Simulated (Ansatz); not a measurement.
**C$_{4}$H$_{10}$S: density, localisation and related maps**

```yaml
atoms:
  - { symbol: C, position_ang: [-1.8699, -0.7957, 0.4122] }
  - { symbol: S, position_ang: [-0.4294, -0.7324, 1.4844] }
  - { symbol: C, position_ang: [0.8057, 0.0975, 0.4377] }
  - { symbol: C, position_ang: [1.1736, -0.7146, -0.7918] }
  - { symbol: C, position_ang: [0.4174, 1.5239, 0.0899] }
  - { symbol: H, position_ang: [-2.2215, 0.1999, 0.1381] }
  - { symbol: H, position_ang: [-1.6870, -1.3867, -0.4863] }
  - { symbol: H, position_ang: [-2.6523, -1.2874, 0.9914] }
  - { symbol: H, position_ang: [1.6700, 0.1246, 1.1103] }
  - { symbol: H, position_ang: [1.9994, -0.2373, -1.3281] }
  - { symbol: H, position_ang: [0.3327, -0.7825, -1.4866] }
  - { symbol: H, position_ang: [1.4750, -1.7272, -0.5208] }
  - { symbol: H, position_ang: [0.1814, 2.0989, 0.9863] }
  - { symbol: H, position_ang: [1.2367, 2.0218, -0.4373] }
  - { symbol: H, position_ang: [-0.4535, 1.5467, -0.5702] }
```

Geometry: PBE0-D4/def2-TZVP.

All numbers below come from Ansatz, RKS PBE0-D4/def2-TZVPP.

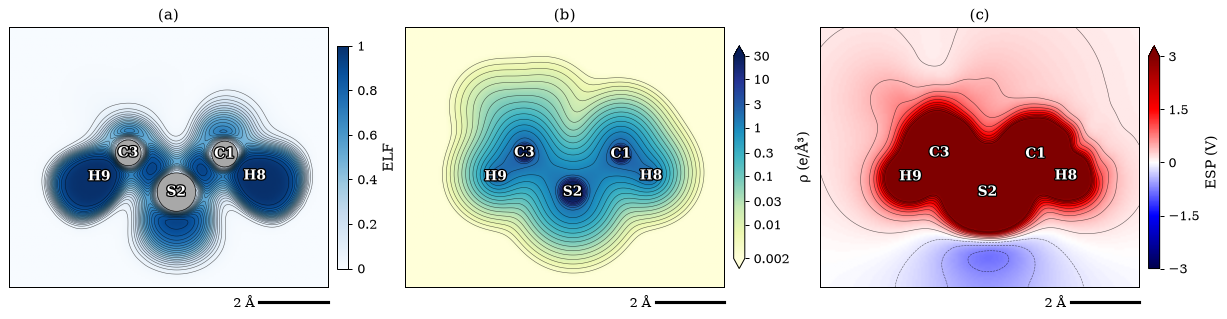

Figure 1. (a) electron localisation function; (b) total electron density; (c) molecular electrostatic potential on the plane of atoms S2, C1 and H8. Grey discs cover the atomic cores in the ELF map.

### Describe what can be read from this map.

The plane passes through C, S and H nuclei.
C–S (1.80 Å): the density is about 1.3 e/Å³ at the midpoint; the ELF peaks at about 0.90 between the atoms: a shared electron pair.
C–H (1.09 Å): the density is about 2 e/Å³ at the midpoint; the ELF climbs to about 1 towards the hydrogen, as it does in any bond to H: a covalent bond by its length.
The ELF also peaks beside S2, away from the bonds: lone-pair regions.
Outside the dense part of the molecule the potential is most negative (−0.8 V) near S2.

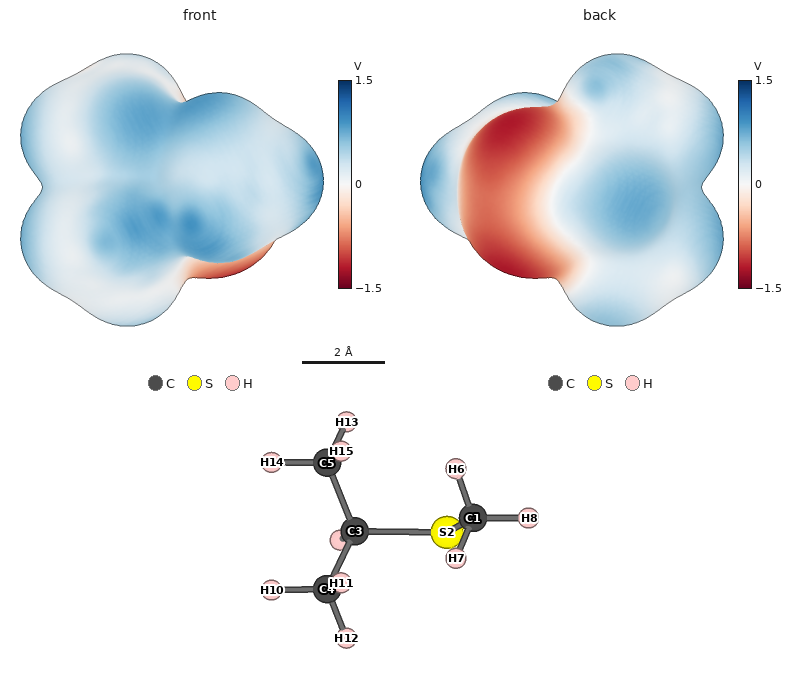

Figure 2. The molecular electrostatic potential painted on the density surface at 0.002 e/bohr³, seen from the front and from behind; the colour scale runs from red (negative) to blue (positive). The bare structure is drawn below in the same view.

### Describe the electrostatic potential map.

The most negative region (about −1.2 V) lies over S2, the most positive (about +0.9 V) over H6, H7, H8 and H11.

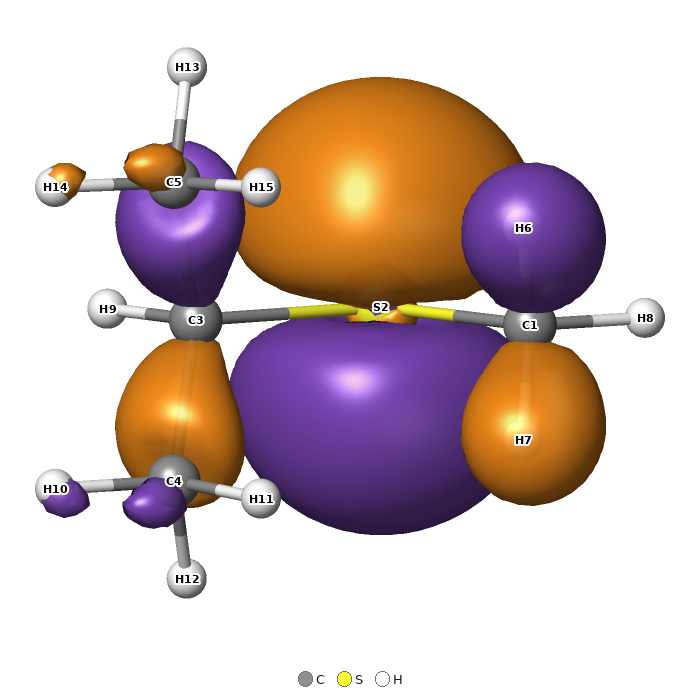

Figure 3. The HOMO at ±0.1 Å⁻³ᐟ² (orange and purple are the two phases), seen at a tilt.

### Where does this orbital lie, and at what energy?

It lies mainly on S2 (about 75 %) and C1 (about 5 %); largely a lone pair of S2. Its energy is −6.19 eV.
